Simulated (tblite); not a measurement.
**Geometry relaxation of C₆H₁₄Ge (part 1 of 4)**

The run: geometry relaxation of C₆H₁₄Ge. Method and program: GFN2-xTB geometry optimisation, gas phase (tblite 0.8.0).

It belongs to a series of runs on one base structure; here: H on Ge replaced by cPent.

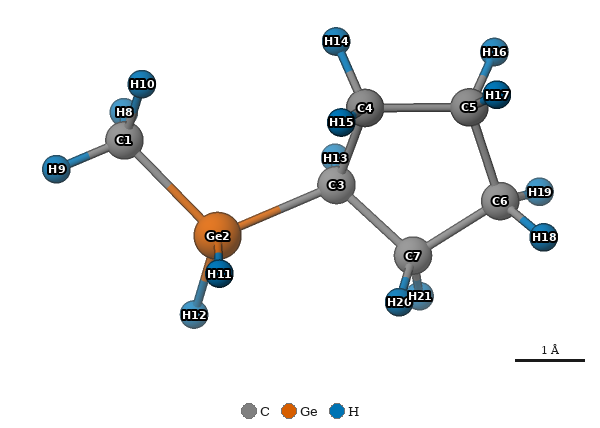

Fig. 1: The starting structure (ball-and-stick view, seen at a tilt; atoms are numbered from 1 in the order of the input). Sticks mark near contacts. Bond lengths as drawn: C–C 1.52 to 1.54 Å, C–Ge 1.94 to 1.95 Å, C–H 1.10 to 1.12 Å and Ge–H 1.54 to 1.56 Å.

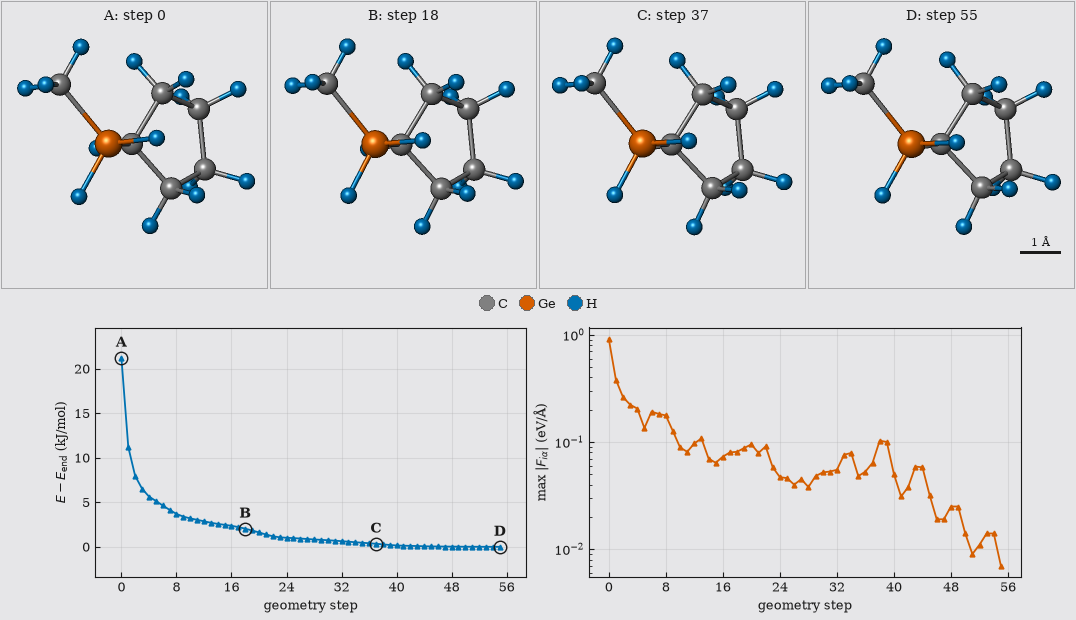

Fig. 2: Frames of the relaxation (ball-and-stick view, seen at a tilt) above the curves, on which the letters mark them (steps are counted from 0).

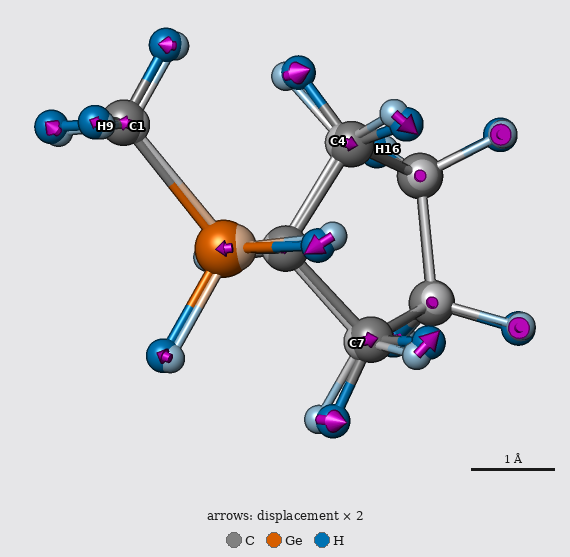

Fig. 3: Start (faint) and end (solid) with the displacements as pink arrows, magnified 2 times (ball-and-stick view, seen at a tilt). The two geometries are laid on each other by the best rigid fit. Over 55 geometry steps the energy falls by 21.2 kJ/mol. The largest force component goes from 0.92 to 0.007 eV/Å. The largest move after the best rigid fit is that of H21, 0.26 Å. Largest moves by element: H 0.26 Å, Ge 0.11 Å, C 0.10 Å. Distances before and after: Ge2–H12 1.560 → 1.508 Å, Ge2–C3 1.943 → 1.984 Å, Ge2–H11 1.542 → 1.508 Å, C3–H13 1.121 → 1.095 Å. Among the angles that change: H11–Ge2–H12 109.8° → 105.5°, C1–Ge2–C3 109.4° → 112.7°, C3–C4–H14 110.2° → 112.7°. (Atoms are counted from 1 in the order of the input.)

These pictures come from the run below.

Input file
```
{"job": {"kind": "relax", "xc": "GFN2-xTB", "basis": "xTB"}, "charge": 0, "multiplicity": 1}
C      3.025600     0.335200     0.871300
Ge     1.751300    -0.841300    -0.025000
C     -0.057000    -0.323900     0.462500
C     -0.386600     1.105700     0.010300
C     -1.898800     1.130600    -0.161600
C     -2.361500    -0.319200    -0.323900
C     -1.107200    -1.183600    -0.231400
H      2.880000     0.277200     1.974500
H      4.057400     0.032400     0.615200
H      2.836900     1.380000     0.542300
H      1.939100    -0.743000    -1.552000
H      2.001600    -2.308300     0.443900
H     -0.193300    -0.399200     1.572300
H     -0.049000     1.838600     0.775000
H      0.104300     1.332200    -0.950900
H     -2.381600     1.590600     0.735900
H     -2.165700     1.734100    -1.063300
H     -2.870300    -0.479300    -1.295800
H     -3.061100    -0.577200     0.505100
H     -0.768200    -1.454100    -1.248200
H     -1.304700    -2.110500     0.353600
```

The first line tells a small driver script what to run in tblite; the rest is the geometry in Å.

Run as:
```bash
OMP_NUM_THREADS=1 python <driver script> task.json out
```

What the program printed
```
step      E/eV     max force
  0    -595.87204    1.127
  1    -595.97602    0.445
  2    -596.00963    0.307
  3    -596.02443    0.265
  4    -596.03356    0.219
  5    -596.03867    0.157
  6    -596.04397    0.272
  7    -596.04910    0.273
  8    -596.05379    0.204
  9    -596.05696    0.138
 10    -596.05902    0.097
 11    -596.06068    0.089
 12    -596.06241    0.108
 13    -596.06409    0.112
 14    -596.06545    0.072
 15    -596.06651    0.079
 16    -596.06764    0.079
 17    -596.06914    0.105
 18    -596.07103    0.113
 19    -596.07312    0.120
 20    -596.07538    0.123
 21    -596.07776    0.102
 22    -596.07983    0.100
 23    -596.08104    0.063
 24    -596.08159    0.049
 25    -596.08198    0.048
 26    -596.08247    0.051
 27    -596.08302    0.056
 28    -596.08355    0.049
 29    -596.08400    0.051
 30    -596.08444    0.055
 31    -596.08496    0.054
 32    -596.08554    0.056
 33    -596.08617    0.085
 34    -596.08678    0.084
 35    -596.08738    0.066
 36    -596.08795    0.062
 37    -596.08855    0.071
 38    -596.08926    0.104
 39    -596.08999    0.105
 40    -596.09053    0.063
 41    -596.09082    0.032
 42    -596.09100    0.042
 43    -596.09121    0.059
 44    -596.09146    0.062
 45    -596.09165    0.042
 46    -596.09175    0.021
 47    -596.09181    0.020
 48    -596.09188    0.027
 49    -596.09196    0.031
 50    -596.09201    0.020
 51    -596.09204    0.011
 52    -596.09207    0.012
 53    -596.09210    0.019
 54    -596.09213    0.018
 55    -596.09214    0.009
```

Trajectory as extended XYZ (Å, eV, eV/Å), 39 of the 56 frames kept, from step=0 to step=55
```
21
Properties=species:S:1:pos:R:3:forces:R:3 step=0 energy=-595.87204
C     3.0256    0.3352    0.8713    0.3100   0.3800   0.3350
Ge    1.7513   -0.8413   -0.0250    0.5200  -0.7400  -0.1050
C    -0.0570   -0.3239    0.4625   -0.4790   0.1910   0.5250
C    -0.3866    1.1057    0.0103    0.3920   0.1590   0.4630
C    -1.8988    1.1306   -0.1616   -0.6350   0.9180  -0.1540
C    -2.3615   -0.3192   -0.3239   -0.6940  -0.2430   0.1200
C    -1.1072   -1.1836   -0.2314   -0.1270  -0.6430   0.1320
H     2.8800    0.2772    1.9745    0.2450   0.1040  -0.8150
H     4.0574    0.0324    0.6152   -0.5020   0.4000   0.2880
H     2.8369    1.3800    0.5423    0.3320  -0.6570   0.2960
H     1.9391   -0.7430   -1.5520   -0.0760  -0.1510   0.4330
H     2.0016   -2.3083    0.4439   -0.0410   0.5140  -0.3500
H    -0.1933   -0.3992    1.5723    0.0330   0.0880  -0.7490
H    -0.0490    1.8386    0.7750   -0.1090  -0.3090  -0.5820
H     0.1043    1.3322   -0.9509   -0.0670  -0.0830   0.3230
H    -2.3816    1.5906    0.7359    0.2950  -0.2500  -0.7360
H    -2.1657    1.7341   -1.0633    0.0390  -0.3050   0.7600
H    -2.8703   -0.4793   -1.2958    0.1120   0.0750   0.6210
H    -3.0611   -0.5772    0.5051    0.3300   0.1060  -0.6680
H    -0.7682   -1.4541   -1.2482   -0.0850   0.0030   0.4190
H    -1.3047   -2.1105    0.3536    0.2080   0.4450  -0.5540
21
Properties=species:S:1:pos:R:3:forces:R:3 step=1 energy=-595.97602
C     3.0300    0.3406    0.8761    0.0790   0.0220   0.0190
Ge    1.7587   -0.8518   -0.0265    0.2650  -0.3530   0.0550
C    -0.0639   -0.3212    0.4700   -0.1660   0.0040  -0.0460
C    -0.3810    1.1080    0.0169   -0.1680  -0.0910   0.0620
C    -1.9079    1.1437   -0.1638   -0.0040  -0.0340   0.0040
C    -2.3714   -0.3226   -0.3222    0.0220   0.1050   0.0380
C    -1.1090   -1.1928   -0.2295   -0.1790   0.1250   0.0570
H     2.8835    0.2787    1.9628    0.1860   0.0870  -0.3810
H     4.0502    0.0381    0.6193   -0.1930   0.3150   0.2210
H     2.8416    1.3706    0.5465    0.2480  -0.3040   0.1810
H     1.9380   -0.7452   -1.5458   -0.0540  -0.1570   0.3510
H     2.0011   -2.3010    0.4389    0.0030   0.3320  -0.2950
H    -0.1929   -0.3979    1.5616   -0.0440   0.0560  -0.2800
H    -0.0506    1.8342    0.7667    0.0260  -0.0310  -0.2450
H     0.1034    1.3310   -0.9463   -0.0260  -0.0870   0.2760
H    -2.3774    1.5870    0.7253    0.0610  -0.0210  -0.3440
H    -2.1651    1.7298   -1.0525   -0.0870   0.0030   0.2930
H    -2.8687   -0.4782   -1.2869   -0.0490   0.0200   0.3220
H    -3.0563   -0.5757    0.4956    0.0180   0.0040  -0.2890
H    -0.7694   -1.4540   -1.2422   -0.0430  -0.0280   0.2720
H    -1.3018   -2.1042    0.3457    0.1070   0.0330  -0.2700
21
Properties=species:S:1:pos:R:3:forces:R:3 step=3 energy=-596.02443
C     3.0320    0.3396    0.8754   -0.0880  -0.1760  -0.1350
Ge    1.7693   -0.8656   -0.0234   -0.0880   0.1260   0.0950
C    -0.0694   -0.3215    0.4670    0.1370  -0.0730  -0.1380
C    -0.3870    1.1041    0.0199   -0.0640  -0.0710  -0.0520
C    -1.9086    1.1427   -0.1645    0.0810  -0.1400   0.0040
C    -2.3715   -0.3183   -0.3204    0.0720   0.0620   0.0090
C    -1.1162   -1.1884   -0.2273   -0.0070   0.1070  -0.0080
H     2.8921    0.2826    1.9479    0.0760   0.0290   0.1070
H     4.0445    0.0526    0.6293    0.2230   0.1230   0.0740
H     2.8530    1.3588    0.5542    0.0900   0.0970   0.0010
H     1.9356   -0.7533   -1.5289   -0.0130  -0.1470   0.1820
H     2.0019   -2.2870    0.4249    0.0720  -0.0210  -0.1570
H    -0.1954   -0.3954    1.5497   -0.0710   0.0150   0.0170
H    -0.0495    1.8329    0.7552    0.0350   0.0600  -0.0370
H     0.1023    1.3266   -0.9339    0.0190  -0.0650   0.0490
H    -2.3755    1.5868    0.7108   -0.0890   0.0930   0.0230
H    -2.1696    1.7305   -1.0395   -0.1020   0.1170  -0.0140
H    -2.8717   -0.4772   -1.2728   -0.1280   0.0060   0.0080
H    -3.0565   -0.5756    0.4830   -0.1420  -0.0250   0.0150
H    -0.7715   -1.4552   -1.2300   -0.0150  -0.0110   0.0260
H    -1.2971   -2.1031    0.3331    0.0010  -0.1070  -0.0690
21
Properties=species:S:1:pos:R:3:forces:R:3 step=4 energy=-596.03356
C     3.0305    0.3352    0.8721    0.0270  -0.0460  -0.0280
Ge    1.7701   -0.8664   -0.0203   -0.1230   0.1350   0.0590
C    -0.0677   -0.3232    0.4633    0.0780  -0.0320   0.0090
C    -0.3896    1.1016    0.0198    0.0510  -0.0130  -0.0210
C    -1.9074    1.1398   -0.1647   -0.0230   0.0340   0.0090
C    -2.3704   -0.3159   -0.3196   -0.0510  -0.0360   0.0100
C    -1.1182   -1.1852   -0.2268    0.0470  -0.0410  -0.0140
H     2.8963    0.2844    1.9463    0.0460   0.0070   0.1020
H     4.0483    0.0595    0.6339    0.2050   0.0680   0.0380
H     2.8583    1.3579    0.5563    0.0470   0.0850  -0.0230
H     1.9346   -0.7591   -1.5199   -0.0010  -0.1270   0.0980
H     2.0038   -2.2837    0.4172    0.0800  -0.0990  -0.1090
H    -0.1977   -0.3943    1.5466   -0.0510   0.0020   0.0120
H    -0.0485    1.8338    0.7510    0.0130   0.0340  -0.0130
H     0.1024    1.3238   -0.9293    0.0370  -0.0450  -0.0600
H    -2.3770    1.5888    0.7072   -0.0700   0.0670   0.0530
H    -2.1732    1.7334   -1.0360   -0.0650   0.0770  -0.0270
H    -2.8756   -0.4767   -1.2686   -0.1060   0.0110  -0.0390
H    -3.0598   -0.5761    0.4797   -0.1140  -0.0080   0.0480
H    -0.7724   -1.4557   -1.2260   -0.0070  -0.0010  -0.0670
H    -1.2958   -2.1051    0.3278   -0.0190  -0.0720  -0.0370
21
Properties=species:S:1:pos:R:3:forces:R:3 step=6 energy=-596.04397
C     3.0335    0.3310    0.8693    0.1920   0.1490   0.1230
Ge    1.7659   -0.8622   -0.0137    0.0380  -0.0250   0.0480
C    -0.0647   -0.3259    0.4612   -0.1330   0.0420   0.1060
C    -0.3896    1.0987    0.0188    0.0410   0.0530  -0.0140
C    -1.9083    1.1399   -0.1643   -0.0830   0.1020   0.0110
C    -2.3729   -0.3158   -0.3182   -0.1010  -0.0550   0.0060
C    -1.1183   -1.1850   -0.2273   -0.0070  -0.0980  -0.0350
H     2.9036    0.2867    1.9482    0.0300  -0.0050   0.0010
H     4.0619    0.0711    0.6412    0.0540   0.0130   0.0130
H     2.8669    1.3596    0.5578    0.0160  -0.0100  -0.0120
H     1.9334   -0.7725   -1.5053    0.0010  -0.0750  -0.0320
H     2.0104   -2.2850    0.4025    0.0570  -0.0750  -0.0620
H    -0.2030   -0.3931    1.5435   -0.0320  -0.0140   0.0360
H    -0.0467    1.8362    0.7453    0.0010  -0.0050  -0.0060
H     0.1047    1.3183   -0.9285    0.0230  -0.0290  -0.1150
H    -2.3820    1.5943    0.7056   -0.0080   0.0090   0.0370
H    -2.1804    1.7400   -1.0328   -0.0040  -0.0040   0.0040
H    -2.8852   -0.4755   -1.2656   -0.0360   0.0130  -0.0200
H    -3.0691   -0.5769    0.4783   -0.0250   0.0110   0.0340
H    -0.7739   -1.4562   -1.2259   -0.0050   0.0210  -0.1100
H    -1.2953   -2.1109    0.3198   -0.0200  -0.0210  -0.0120
21
Properties=species:S:1:pos:R:3:forces:R:3 step=7 energy=-596.04910
C     3.0399    0.3321    0.8706    0.1830   0.1570   0.1290
Ge    1.7642   -0.8599   -0.0086    0.1400  -0.0830   0.0560
C    -0.0660   -0.3265    0.4623   -0.1790   0.0490   0.0790
C    -0.3889    1.0983    0.0174   -0.0240   0.0580  -0.0270
C    -1.9105    1.1418   -0.1638   -0.0660   0.0540   0.0060
C    -2.3764   -0.3169   -0.3173   -0.0700  -0.0140  -0.0010
C    -1.1186   -1.1868   -0.2286   -0.0650  -0.0520  -0.0450
H     2.9084    0.2878    1.9500    0.0330   0.0030  -0.0170
H     4.0715    0.0777    0.6455    0.0010  -0.0090   0.0030
H     2.8720    1.3609    0.5581    0.0100  -0.0270   0.0000
H     1.9328   -0.7820   -1.4981   -0.0010  -0.0420  -0.0780
H     2.0157   -2.2881    0.3927    0.0400  -0.0420  -0.0340
H    -0.2069   -0.3929    1.5434   -0.0400  -0.0150   0.0620
H    -0.0456    1.8377    0.7424    0.0010  -0.0180  -0.0140
H     0.1067    1.3144   -0.9312   -0.0080  -0.0290  -0.0880
H    -2.3852    1.5979    0.7063    0.0270  -0.0200   0.0180
H    -2.1845    1.7439   -1.0316    0.0160  -0.0380   0.0200
H    -2.8917   -0.4745   -1.2649    0.0010   0.0130   0.0080
H    -3.0753   -0.5771    0.4789    0.0260   0.0150   0.0140
H    -0.7748   -1.4559   -1.2290   -0.0110   0.0380  -0.0810
H    -1.2957   -2.1151    0.3153   -0.0140   0.0010  -0.0100
21
Properties=species:S:1:pos:R:3:forces:R:3 step=9 energy=-596.05696
C     3.0571    0.3393    0.8774    0.0280   0.0200   0.0280
Ge    1.7684   -0.8589    0.0029    0.1260  -0.0470   0.0290
C    -0.0749   -0.3260    0.4662   -0.0430  -0.0080  -0.0170
C    -0.3904    1.0997    0.0132   -0.0830  -0.0140  -0.0250
C    -1.9161    1.1454   -0.1626    0.0000  -0.0510  -0.0040
C    -2.3842   -0.3181   -0.3162    0.0110   0.0540  -0.0100
C    -1.1227   -1.1904   -0.2330   -0.0780   0.0620  -0.0230
H     2.9183    0.2901    1.9540    0.0540   0.0360   0.0310
H     4.0885    0.0875    0.6523   -0.0010  -0.0290  -0.0040
H     2.8807    1.3633    0.5584    0.0140   0.0120   0.0160
H     1.9318   -0.7992   -1.4906   -0.0020   0.0090  -0.0640
H     2.0264   -2.2957    0.3758    0.0270  -0.0150   0.0270
H    -0.2161   -0.3931    1.5471   -0.0690  -0.0030   0.0410
H    -0.0436    1.8395    0.7369   -0.0040  -0.0220  -0.0410
H     0.1085    1.3064   -0.9392   -0.0790  -0.0340   0.0010
H    -2.3891    1.6026    0.7088    0.0520  -0.0460   0.0030
H    -2.1908    1.7485   -1.0291    0.0100  -0.0490   0.0100
H    -2.9023   -0.4723   -1.2635    0.0190   0.0110   0.0250
H    -3.0839   -0.5769    0.4810    0.0680   0.0130  -0.0010
H    -0.7771   -1.4530   -1.2374   -0.0340   0.0670   0.0090
H    -1.2972   -2.1220    0.3076   -0.0170   0.0330  -0.0290
```
